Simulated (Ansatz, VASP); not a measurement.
**Ge (Germanium) in two plane-wave programs**

Aim: how closely do two programs agree when they are given the same cell, functional and k mesh?

Program: Ansatz 0.2.0. Level of theory: plane waves, with VASP 6.6.1 beside it; band structure at r2SCAN and single point at r2SCAN. Results are calculated unless marked as measured.

**1. Set-up**

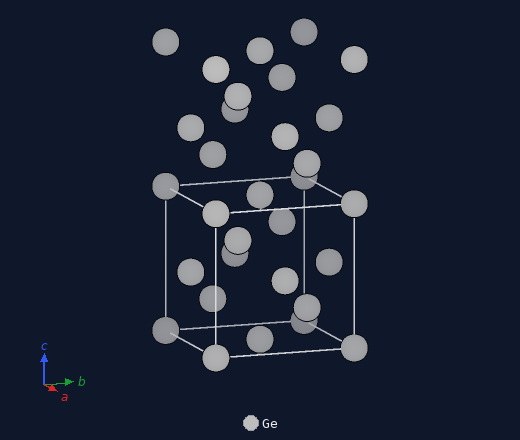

The starting structure, seen slightly off an axis (germanium light grey). 1×1×2 cells are drawn. This picture shows the conventional cell, with its axes. Some periodic images of atoms are drawn too.

**2. VASP: band structure, r2SCAN**

Levels along a path test the potential and the projectors away from the mesh points.

Lines of VASP's logs that name or quote its potential files are left out, and so is its time.

The input, INCAR:

```
SYSTEM = Ge
PREC = Accurate
ENCUT = 400
EDIFF = 1E-08
NELM = 100
ISMEAR = 0
SIGMA = 0.01
LREAL = .FALSE.
ALGO = Normal
METAGGA = R2SCAN
LASPH = .TRUE.
NBANDS = 20
LORBIT = 11
LWAVE = .TRUE.
LCHARG = .FALSE.
KPAR = 8
```

The input, POSCAR:

```
Ge
1.0
    0.0000000000      2.8289100000      2.8289100000
    2.8289100000      0.0000000000      2.8289100000
    2.8289100000      2.8289100000      0.0000000000
Ge
2
Direct
    0.7500000000      0.7500000000      0.7500000000
    0.5000000000      0.5000000000      0.5000000000
```

The input, KPOINTS:

```
Automatic mesh
0
Gamma
6 6 6
0 0 0
```

The input, KPOINTS_OPT:

```
Line mode
12
Line-mode
Reciprocal
  0.00000000   0.00000000   0.00000000 GAMMA
  0.50000000   0.00000000   0.50000000 X

  0.50000000   0.00000000   0.50000000 X
  0.50000000   0.25000000   0.75000000 W

  0.50000000   0.25000000   0.75000000 W
  0.37500000   0.37500000   0.75000000 K

  0.37500000   0.37500000   0.75000000 K
  0.00000000   0.00000000   0.00000000 GAMMA

  0.00000000   0.00000000   0.00000000 GAMMA
  0.50000000   0.50000000   0.50000000 L

  0.50000000   0.50000000   0.50000000 L
  0.62500000   0.25000000   0.62500000 U

  0.62500000   0.25000000   0.62500000 U
  0.50000000   0.25000000   0.75000000 W

  0.50000000   0.25000000   0.75000000 W
  0.50000000   0.50000000   0.50000000 L

  0.50000000   0.50000000   0.50000000 L
  0.37500000   0.37500000   0.75000000 K

  0.62500000   0.25000000   0.62500000 U
  0.50000000   0.00000000   0.50000000 X
```

The projector-augmented-wave data sets are Ge_d_GW (PBE family, release 64).

The run is started by

```bash
> mpirun -np 8 vasp_std
```

Numbers of over 12 decimals in the logs are rounded to 6 here.

What it wrote:

```text
[banner, memory and clock lines left out]
running    8 mpi-ranks, on    1 nodes
 distrk:  each k-point on    1 cores,    8 groups
 distr:  one band on    1 cores,    1 groups

 POSCAR found type information on POSCAR Ge
 POSCAR found :  1 types and       2 ions
|                                                                             |
|           W    W    AA    RRRRR   N    N  II  N    N   GGGG   !!!           |
|           W    W   A  A   R    R  NN   N  II  NN   N  G    G  !!!           |
|           W    W  A    A  R    R  N N  N  II  N N  N  G       !!!           |
|           W WW W  AAAAAA  RRRRR   N  N N  II  N  N N  G  GGG   !            |
|           WW  WW  A    A  R   R   N   NN  II  N   NN  G    G                |
|           W    W  A    A  R    R  N    N  II  N    N   GGGG   !!!           |
|                                                                             |
|     For optimal performance we recommend to set                             |
|       NCORE = 2 up to number-of-cores-per-socket                            |
|     NCORE specifies how many cores store one orbital (NPAR=cpu/NCORE).      |
|     This setting can greatly improve the performance of VASP for DFT.       |
|     The default, NCORE=1 might be grossly inefficient on modern             |
|     multi-core architectures or massively parallel machines. Do your        |
|     Unfortunately you need to use the default for GW and RPA                |
|     calculations (for HF NCORE is supported but not extensively tested      |
|     yet).                                                                   |
|                                                                             |

|                                                                             |
|               ----> ADVICE to this user running VASP <----                  |
|                                                                             |
|     You enforced a specific xc type in the INCAR file but a different       |
|     [... a line on the potential file left out ...]
|     I HOPE YOU KNOW WHAT YOU ARE DOING!                                     |
|                                                                             |

 LDA part: xc-table for (None), standard interpolation
 POSCAR, INCAR and KPOINTS ok, starting setup
 FFT: planning ... GRIDC
 FFT: planning ... GRID_SOFT
 FFT: planning ... GRID
 WAVECAR not read
 entering main loop
       N       E                     dE             d eps       ncg     rms          rms(c)
DAV:   1     0.210319708450E+03    0.21032E+03   -0.14245E+04   664   0.287E+03
DAV:   2     0.721188429246E+01   -0.20311E+03   -0.19909E+03   660   0.569E+02
DAV:   3    -0.285365965440E+02   -0.35748E+02   -0.35536E+02   736   0.175E+02
DAV:   4    -0.306502119283E+02   -0.21136E+01   -0.21129E+01   740   0.574E+01
DAV:   5    -0.307708354344E+02   -0.12062E+00   -0.12062E+00   860   0.137E+01    0.345E+00
DAV:   6    -0.277237589610E+02    0.30471E+01   -0.47177E-01   780   0.132E+01    0.199E+00
DAV:   7    -0.277139467101E+02    0.98123E-02   -0.16952E-01   856   0.744E+00    0.417E-01
DAV:   8    -0.277113333526E+02    0.26134E-02   -0.10354E-02   852   0.197E+00    0.141E-01
DAV:   9    -0.277113335638E+02   -0.21121E-06   -0.23963E-02   800   0.343E+00    0.999E-02
DAV:  10    -0.277104658323E+02    0.86773E-03   -0.29526E-03   860   0.118E+00    0.354E-02
DAV:  11    -0.277103998762E+02    0.65956E-04   -0.16684E-04   936   0.237E-01    0.210E-02
DAV:  12    -0.277103886438E+02    0.11232E-04   -0.78856E-06   944   0.475E-02    0.155E-02
DAV:  13    -0.277103663870E+02    0.22257E-04   -0.89946E-05   756   0.211E-01    0.209E-03
DAV:  14    -0.277103658445E+02    0.54251E-06   -0.18988E-06   716   0.168E-02    0.131E-03
DAV:  15    -0.277103661002E+02   -0.25573E-06   -0.46726E-08   840   0.276E-03    0.598E-04
DAV:  16    -0.277103662094E+02   -0.10918E-06   -0.11323E-07   764   0.741E-03    0.703E-04
DAV:  17    -0.277103660992E+02    0.11020E-06   -0.82112E-09   432   0.172E-03    0.116E-04
DAV:  18    -0.277103661202E+02   -0.21036E-07   -0.21011E-09   420   0.812E-04    0.537E-05
DAV:  19    -0.277103661405E+02   -0.20325E-07   -0.58787E-10   424   0.425E-04    0.296E-05
DAV:  20    -0.277103661512E+02   -0.10643E-07   -0.49739E-10   416   0.537E-04    0.103E-05
DAV:  21    -0.277103661528E+02   -0.15689E-08   -0.91411E-11   396   0.154E-04
   1 F= -.27710366E+02 E0= -.27710366E+02  d E =-.300512E-21
 Start KPOINTS_OPT (optional k-point list driver)
k-point batch [1-16\120]
       N       E                     dE             ncg
DAV:   1    -0.369957846977E+04   -0.12332E+05      644
DAV:   2    -0.697676178923E+04   -0.32772E+04      644
DAV:   3    -0.754565328056E+04   -0.56889E+03      756
DAV:   4    -0.757680033786E+04   -0.31147E+02      752
DAV:   5    -0.757843238104E+04   -0.16320E+01      828
DAV:   6    -0.757849596116E+04   -0.63580E-01      780
DAV:   7    -0.757849928612E+04   -0.33250E-02      868
DAV:   8    -0.757849943930E+04   -0.15318E-03      784
DAV:   9    -0.757849944756E+04   -0.82621E-05      744
DAV:  10    -0.757849944790E+04   -0.34272E-06      580
DAV:  11    -0.757849944793E+04   -0.25996E-07      528
DAV:  12    -0.757849944793E+04   -0.39199E-08      468
[...]
k-point batch [113-120\120]
       N       E                     dE             ncg
DAV:   1     0.537982371900E+04   -0.93471E+04      320
DAV:   2     0.376430625839E+04   -0.16155E+04      320
DAV:   3     0.349409444033E+04   -0.27021E+03      380
DAV:   4     0.347981856483E+04   -0.14276E+02      376
DAV:   5     0.347909710117E+04   -0.72146E+00      412
DAV:   6     0.347906654781E+04   -0.30553E-01      376
DAV:   7     0.347906467203E+04   -0.18758E-02      420
DAV:   8     0.347906455587E+04   -0.11616E-03      372
DAV:   9     0.347906454803E+04   -0.78334E-05      360
DAV:  10     0.347906454759E+04   -0.44476E-06      320
DAV:  11     0.347906454756E+04   -0.31152E-07      312
DAV:  12     0.347906454756E+04   -0.17708E-08      236
 writing wavefunctions
```

OUTCAR, selected parts (step 2):

```text
ion  position               nearest neighbor table
   1  0.750  0.750  0.750-   2 2.45   2 2.45   2 2.45   2 2.45
   2  0.500  0.500  0.500-   1 2.45   1 2.45   1 2.45   1 2.45

  LATTYP: Found a face centered cubic cell.
 ALAT       =     5.6578200000

 Subroutine GETGRP returns: Found 48 space group operations
 (whereof 24 operations were pure point group operations)

The static configuration has the point symmetry T_d .
 The point group associated with its full space group is O_h .

 Found     16 irreducible k-points:

   k-points           NKPTS =     16   k-points in BZ     NKDIM =     16   number of bands    NBANDS=     20

   dimension x,y,z NGX =    28 NGY =   28 NGZ =   28
   dimension x,y,z NGXF=    56 NGYF=   56 NGZF=   56

   ENCUT  =  400.0 eV  29.40 Ry    5.42 a.u.   6.52  6.52  6.52*2*pi/ulx,y,z

   NELECT =      28.0000    total number of electrons

 k-points in reciprocal lattice and weights: Automatic mesh
   0.00000000  0.00000000  0.00000000       0.005
   0.16666667  0.00000000  0.00000000       0.037
   0.33333333  0.00000000  0.00000000       0.037
   0.50000000  0.00000000  0.00000000       0.019
   0.16666667  0.16666667  0.00000000       0.028
   0.33333333  0.16666667  0.00000000       0.111
   0.50000000  0.16666667  0.00000000       0.111
  -0.33333333  0.16666667  0.00000000       0.111
  -0.16666667  0.16666667  0.00000000       0.056
[...]
-0.33333333  0.33333333  0.16666667       0.111
  -0.33333333  0.50000000  0.16666667       0.056

 average (electrostatic) potential at core
       1 -36.8949       2 -36.8949

 E-fermi :   2.8134

 k-point     1 :       0.0000    0.0000    0.0000
  band No.  band energies     occupation
    ...
     10     -22.4948      2.00000
     11     -10.5660      2.00000
     12       2.7499      2.00000
     13       2.7501      2.00000
     14       2.7501      2.00000
     15       3.1778      0.00000
     16       5.4632      0.00000
     17       5.4634      0.00000
     18       5.4634      0.00000
     19       9.8130      0.00000
    ...

 k-point     2 :       0.1667    0.0000    0.0000
  band No.  band energies     occupation
    ...
     10     -22.4827      2.00000
     11     -10.2128      2.00000
     12      -0.4524      2.00000
     13       2.1965      2.00000
     14       2.1967      2.00000
     15       3.9840      0.00000
     16       6.1978      0.00000
     17       6.1979      0.00000
     18       7.2776      0.00000
     19      11.1920      0.00000
    ...

 k-point     3 :       0.3333    0.0000    0.0000
  band No.  band energies     occupation
    ...
     10     -22.4735      2.00000
     11      -9.2328      2.00000
     12      -3.5380      2.00000
     13       1.5097      2.00000
     14       1.5099      2.00000
     15       3.4353      0.00000
     16       6.7788      0.00000
     17       6.7789      0.00000
     18      10.2894      0.00000
     19      11.2302      0.00000
    ...

  Total        0.0667577      0.0667577      0.0667577     -0.0000000     -0.0000000     -0.0000000
  in kB        2.3622427      2.3622427      2.3622427     -0.0000000     -0.0000000     -0.0000000
  external PRESSURE =       2.3622427 kB  Pullay stress =       0.0000000 kB

  energy-cutoff  :      400.00
  volume of cell :       45.28
      direct lattice vectors                 reciprocal lattice vectors
     0.000000000  2.828910000  2.828910000    -0.176746521  0.176746521  0.176746521
     2.828910000  0.000000000  2.828910000     0.176746521 -0.176746521  0.176746521
     2.828910000  2.828910000  0.000000000     0.176746521  0.176746521 -0.176746521

 POSITION                                       TOTAL-FORCE (eV/Angst)
 -----------------------------------------------------------------------------------
      4.24336      4.24336      4.24336        -0.000000      0.000000      0.000000
      2.82891      2.82891      2.82891         0.000000     -0.000000     -0.000000
 -----------------------------------------------------------------------------------
    total drift:                                0.000000      0.000000      0.000000

  FREE ENERGIE OF THE ION-ELECTRON SYSTEM (eV)
  ---------------------------------------------------
  free  energy   TOTEN  =       -27.7103661528 eV

  energy  without entropy=      -27.7103661528  energy(sigma->0) =      -27.71036615

 total charge
# of ion       s       p       d       tot
------------------------------------------
    1        1.060   1.243   9.972  12.275
    2        1.060   1.243   9.972  12.275
--------------------------------------------------
tot          2.120   2.486  19.945  24.550

[... 3 further parts left out ...]
```

The run ends at a pressure of 0.24 GPa.

**3. Ansatz: band structure, r2SCAN**

Ansatz runs on its default PAW (the set named soft_2) files.

The same cell, functional, mesh and smearing now go to Ansatz, which takes its cutoff from its data sets.

The input, input.yaml:

```yaml
crystal:
  lattice:
    - [0.0, 2.82891, 2.82891]
    - [2.82891, 0.0, 2.82891]
    - [2.82891, 2.82891, 0.0]
  atoms:
    - { symbol: Ge, position: [0.75, 0.75, 0.75] }
    - { symbol: Ge, position: [0.5, 0.5, 0.5] }
hamiltonian:
  xc: r2scan
  pseudopotentials: { kind: paw }
kpoints:
  mp_grid: { grid: [6, 6, 6] }
  band_path:
    path:
      - [0.0, 0.0, 0.0]
      - [0.18182, 0.0, 0.18182]
      - [0.36364, 0.0, 0.36364]
      - [0.5, 0.0, 0.5]
      - [0.5, 0.09091, 0.59091]
      - [0.5, 0.18182, 0.68182]
      - [0.5, 0.25, 0.75]
      - [0.45455, 0.29545, 0.75]
      - [0.40909, 0.34091, 0.75]
      - [0.375, 0.375, 0.75]
      - [0.20455, 0.20455, 0.40909]
      - [0.06818, 0.06818, 0.13636]
      - [0.04545, 0.04545, 0.04545]
      - [0.22727, 0.22727, 0.22727]
      - [0.40909, 0.40909, 0.40909]
      - [0.51136, 0.47727, 0.51136]
      - [0.55682, 0.38636, 0.55682]
      - [0.60227, 0.29545, 0.60227]
      - [0.61364, 0.25, 0.63636]
      - [0.56818, 0.25, 0.68182]
      - [0.51136, 0.25, 0.73864]
      - [0.5, 0.29545, 0.70455]
      - [0.5, 0.38636, 0.61364]
      - [0.5, 0.47727, 0.52273]
      - [0.47727, 0.47727, 0.54545]
      - [0.43182, 0.43182, 0.63636]
      - [0.38636, 0.38636, 0.72727]
      - [0.60227, 0.20455, 0.60227]
      - [0.55682, 0.11364, 0.55682]
      - [0.5, 0.0, 0.5]
    npoints: 1
scf:
  occupations: { method: gaussian, width: 0.01 }
  n_extra_bands: 7
output:
  forces: true
  stress: true
  eigenvalues: true
```

The run is started by

```bash
> ansatz run input.yaml --threads 2 --pin off --max-ram 4608MiB --backend cpu --events-out ev --progress --plain --runs-dir out
```

What it wrote:

```text
scf.n_extra_bands = 7 over 14 filled bands (N_el = 28.0): the run solves 21 bands
Engine: ansatz 0.2.0, x86_64-unknown-linux-gnu
Pseudopotentials: kind: paw
Pseudopotential: Ge, paw, valence charge 14, recommended cutoff 500 eV (meta_gga), Ge.paw.azcp
Functional definition: r2SCAN
  parameter k0 = 0.174
  parameter k1 = 0.065
  parameter a1 = 4.9479
  exchange = r2scan_x(k0 = k0, k1 = k1, a1 = a1)
  correlation = r2scan_c
Crystal: 2 atoms, lattice volume = 45.278 Å³
Basis set: ecut = 500 eV, 1139 PW (Γ), exchange–correlation on 120×120×120 points (64 copies of the dense FFT grid, shifted against one another)
Bands: 21, of which v1, the nominal top of the filled ones, is band 14 counted from 1 (13 counted from 0)
Symmetry: 48 space group operations
Space group: Fd-3m (ITA 227), of the structure as read, at distance tolerance 3.6e-5 Å
k-points: 16 of 216
Non-local potential: Ge, projectors of the file, l = 0: 2, l = 1: 2, l = 2: 3, l = 3: 1
PAW form: soft (Blöchl's): semilocal exchange-correlation on the pseudo side does not see the compensation charge
PAW frozen core: Ge, regenerated for the run's functional (the file was generated under x = pbe(κ = 0.804, μ = 0.219515), c = pbe(β = 0.066725))
PAW one-centre angular grid: Ge, 590 points (default); XC on 160 Gauss nodes
Initial density: superposition of atomic densities (neutral atoms: chi_scale 0, normalization atom), corrected by the library's trained network
Initial wavefunctions: pseudopotential atomic-orbital guess
Functional: x = r2scan, c = r2scan; τ floored in thin density (d = 2e-4 eV/Å³)
SCF iter   1: F=—  HF=-8605.763524 eV  |F-HF|=—  |Δ(HF+E_count)|=         —  Δρ=6.77e-3  dr2=6.46e-3  dr2_τ=4.72e-3  ethr=1.77e-3  ⟨swp⟩=6.2  Hψ=1591  notcnv=0
preconditioner: auto → none  [insulator: Δε(μ)=0.391 eV  Ē_g=27.105 eV  σ=0.010 eV  W_gap=1.00  n_scr=14 (ndim 8)  ℏωp=29.2 eV  f_vac=0.075  D(μ)=0.00/eV (n_scr^D=0)  ε∞_Penn≈2.2]
SCF iter   2: F=—  HF=-8605.774094 eV  |F-HF|=—  |Δ(HF+E_count)|=   1.06e-2  Δρ=1.63e-3  dr2=5.44e-4  dr2_τ=2.31e-5  ethr=2.31e-5  ⟨swp⟩=2.8  Hψ=807  notcnv=0  defer=39
SCF iter   3: F=—  HF=-8605.774133 eV  |F-HF|=—  |Δ(HF+E_count)|=   3.88e-5  Δρ=1.14e-3  dr2=1.77e-4  dr2_τ=2.28e-6  ethr=1.94e-6  ⟨swp⟩=2.0  Hψ=589  notcnv=0  defer=39
SCF iter   4: F=—  HF=-8605.774200 eV  |F-HF|=—  |Δ(HF+E_count)|=   6.69e-5  Δρ=6.37e-5  dr2=1.18e-6  dr2_τ=2.34e-8  ethr=6.33e-7  ⟨swp⟩=2.9  Hψ=433  notcnv=0  defer=39
SCF iter   5: F=—  HF=-8605.774198 eV  |F-HF|=—  |Δ(HF+E_count)|=   2.21e-6  Δρ=1.61e-5  dr2=7.08e-8  dr2_τ=4.29e-10  ethr=4.22e-9  ⟨swp⟩=2.0  Hψ=457  notcnv=0  defer=39
SCF iter   6: F=-8605.774198 eV  HF=-8605.774198 eV  |F-HF|=1.26e-9  |Δ(HF+E_count)|=   8.18e-9  Δρ=3.93e-6  dr2=4.42e-9  dr2_τ=6.33e-11  ethr=2.53e-10  ⟨swp⟩=6.8  Hψ=1485  notcnv=0
SCF 1 converged in 6 iterations: F = -8605.774198 eV  dr2 = 4.42e-9
  greatest PAW one-centre occupation: 0.998 electrons in one spin orbital (limit 2), on the Ge atom at site 1 (counted from 0), in its partial waves of l = 2
NSCF: frozen V_eff on 30 k-points
SCF converged after 6 iterations
Free energy (F): -8605.774198 eV
Harris-Foulkes:  -8605.774198 eV  (|F-HF|=1.26e-9)
Internal energy: -8605.774198 eV  (E = F + TS)
E sigma→0 (E₀):  -8605.774198 eV
Fermi energy:    8.608003 eV
--- Per-component energies (eV) ---
  E_band       = -317.438736
  E_kinetic    = 222.303840
  E_local      = -4944.555041  (includes V_loc(G=0)·N_el)
  E_nonlocal   = 840.305118
  E_hartree    = 2172.350012
  E_xc         = -138.295057
  E_vxc        = -135.928412  (∫ρ·V_xc dr)
  E_paw        = -4068.576870  (= ΣΔE_a)
  E_vpaw       = -651.884355  (= ΣTr[D̂ρ^β])
  E_aug_tail   = 0.000039  (compensation charges beyond the density's cutoff)
  E_vtau       = 7.617867  (kinetic-family band-sum trace: ∫τ·v_τ [+ j·A + Jᵃ·Aᵃ] dr)
  E_ewald      = -2687.134708
  E_core_change = -2.171532  (= ΣΔE_core)
  E_smearing   = -0.000000  (= −TS)
  E_closure    = -0.000000  (closes the sum)
  Σ components = -8605.774198   (vs F -8605.774198, Δ=0.00e0)
--- Forces (eV/Å), atoms counted from 1 ---
  atom   1  Ge    -0.00000000     0.00000000     0.00000000
  atom   2  Ge    -0.00000000     0.00000000     0.00000000
  max |Σ_I F_I| component: 4.86e-17 eV/Å
--- Stress (GPa, compression-positive) ---
        0.544257      -0.000000      -0.000000
       -0.000000       0.544257       0.000000
        0.000000      -0.000000       0.544257
  P = ⅓ Tr σ = 0.5443 GPa (5.443 kbar)
--- Band table (eV; the first three rows and the last of 16) ---
  k-point 0: bands = [... 10 lower, -4.9136, 8.3851, 8.3851, 8.3851, 8.8307, 11.1096, 11.1096, 11.1096, ... 3 higher]
  k-point 1: bands = [... 10 lower, -4.5603, 5.1930, 7.8365, 7.8365, 9.6329, 11.8390, 11.8390, 12.9177, ... 3 higher]
  k-point 2: bands = [... 10 lower, -3.5807, 2.1124, 7.1549, 7.1549, 9.0785, 12.4130, 12.4130, 15.9432, ... 3 higher]
  k-point 15: bands = [... 10 lower, -0.7483, -0.7483, 4.5063, 4.5063, 11.3717, 11.3717, 15.4128, 15.4128, ... 3 higher]
```

It took 1.6 s on 2 threads of AMD EPYC 7B13 (Zen 3), shared host; peak memory 0.47 GiB.

In the SCF lines HF is the Harris–Foulkes energy and dr2 the Hartree energy of the density residual, in eV; the loop may stop once dr2 is under the threshold and the program's other checks hold. Hψ counts applications of the Hamiltonian.

[end of part 1 of 2]

[Lines on the potential files, build, host, timing and source positions are cut from VASP's logs without a mark.]

[Logs are printed without paths, hosts, clocks, repeated set-up lines and the standing remarks that a program may print on its own settings, such as how far it seeks lower states.]

[Hosts, paths, dates, database ids (printed as entryN), source tags and the programs' standing remarks are cut or masked in the printed files.]
